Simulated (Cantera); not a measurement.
A closed system holds: 1 mol Ti, 22 mol H2, 0.035 mol CH4, at 0.0130 bar.

Cantera equilibrium calculation (NASA polynomials, part measured and part estimated; ideal gas, pure solids and liquids). Candidate condensed phases: C, C6H6, C7H8, C8H18, Ti, TiC; 77 gas species. Mutual solubility and eutectic melting of coexisting phases are not modelled. TiC: taken at fixed stoichiometry. Condensed phases not in the tables: N, O or C dissolved in the metal. The numbers say what is thermodynamically allowed, not how fast it happens.

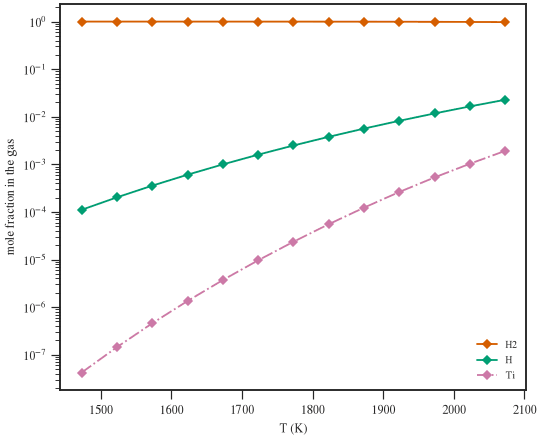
Equilibrium gas composition (values under 1e-9 drawn at 1e-9)

From 1473 K to 1923 K the condensed part is Ti(β) + TiC(s). From 1973 K to 2073 K the condensed part is Ti(l) + TiC(s). The main Ti-bearing gas is Ti throughout.
